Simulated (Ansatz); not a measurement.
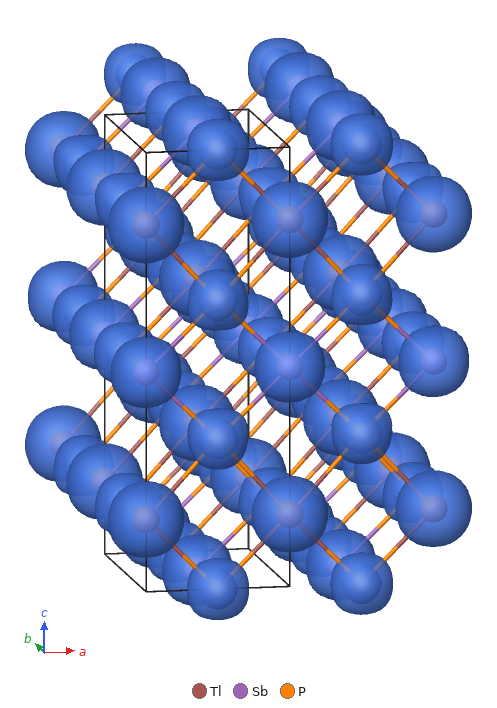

Figure. Tl2SbP3. Isosurface of the valence pseudo-density at 0.6 e/Å³ (blue), seen slightly off an axis. Sticks mark near contacts.

Space group Immm; a structure from a database of computed crystals, not necessarily the ambient phase; started from the Cu2GeS3-44 prototype, which need not be the ambient phase.

Level of theory: DFT, r2SCAN+rVV10, plane waves, PAW in Ansatz 0.2.0.

Core electrons are frozen (PAW), and the valence fields are smoothed inside the atomic spheres.

Q: What does this surface tell about the bonding?

A: At this value the density breaks into separate islands; it holds about 60 % of the electrons treated as valence (semicore included). It bridges none of the near contacts. It is pinched off along the sampled Sb–P (2.73 Å), Tl–P (2.79 Å), Sb–P (2.79 Å) and Tl–P (2.90 Å) contacts. On the grid the lowest density along these lines, outside the cores, is 0.38 e/Å³ (Sb–P, 2.73 Å), 0.32 e/Å³ (Tl–P, 2.79 Å), 0.34 e/Å³ (Sb–P, 2.79 Å) and 0.26 e/Å³ (Tl–P, 2.90 Å).
